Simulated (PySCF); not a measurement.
SMILES OC[SiH2]O (CH6O2Si) at its PBE0/def2-SVP optimised geometry (Å):

```
10

O      1.4360     0.4253     0.9271
C      1.0190    -0.5761     0.0000
Si    -0.8796    -0.5761     0.0000
O     -1.2908     1.0389     0.0000
H      1.3267     0.0726     1.8170
H      1.4879    -1.5577     0.2007
H      1.3872    -0.2577    -0.9895
H     -1.4879    -1.2442    -1.1855
H     -1.3541    -1.2649     1.2454
H     -0.5672     1.5577     0.3779
```

Method: PBE0/def2-TZVP run with PySCF. Cells within 0.4 Å of a nucleus heavier than hydrogen are left out (blank, or x).

Map of the deformation density (molecule minus spherical neutral atoms) (e/bohr³) on the plane z = 0.6 Å:

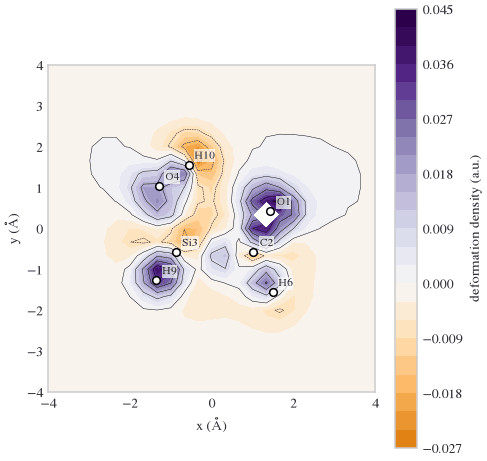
Deformation density (molecule minus spherical neutral atoms) (e/bohr³) on the plane z = 0.6 Å.
